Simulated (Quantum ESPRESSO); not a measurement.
# Gap and tunnelling decay at a withheld lattice constant: TlPbF3, cubic perovskite type

**Set-up.** Quantum ESPRESSO 7.5 (pw.x, pwcond.x with ikind = 0), PBE, GBRV ultrasoft, cubic crystals. κ is the slowest decay along [001] at mid-gap among three points across the current.

```tsv
a (Å)	gap on the mesh (eV)	κ (1/Å)
4.512	0.597	0.140
4.656	1.186	0.178
4.945	2.124	0.235
5.089	2.463	0.251
```

To predict: What are gap and κ at a = 4.800 Å?

**Worked estimate.** A line through the rows at 4.656 and 4.945 Å gives a gap of 1.186 + 0.498 × (2.124 − 1.186) = 1.65 eV and κ = 0.206 1/Å. The two-band model κ = 0.5123 √(m* E_g/4) needs m* = 0.407 at 4.656 Å; with that mass and the new gap, κ = 0.210 1/Å.

**The withheld run.** The gap is 1.696 eV and κ = 0.211 1/Å. The line misses the gap by −0.043 eV and κ by −2.2 %; the two-band estimate misses κ by −0.4 %.

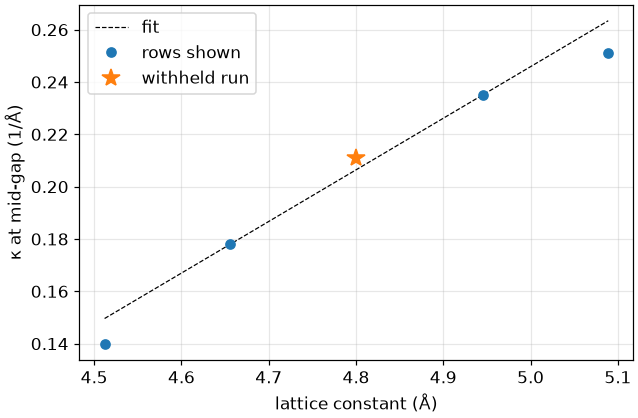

The rows shown, the fit and the withheld run.

Caveats: The structure type is imposed. Local and semilocal gaps and decay constants are too small; no spin-orbit coupling. For an indirect gap m* is a fitting number alone.

[Logs are printed without paths, hosts, clocks, repeated set-up lines and the standing remarks that a program may print on its own settings, such as how far it seeks lower states.]
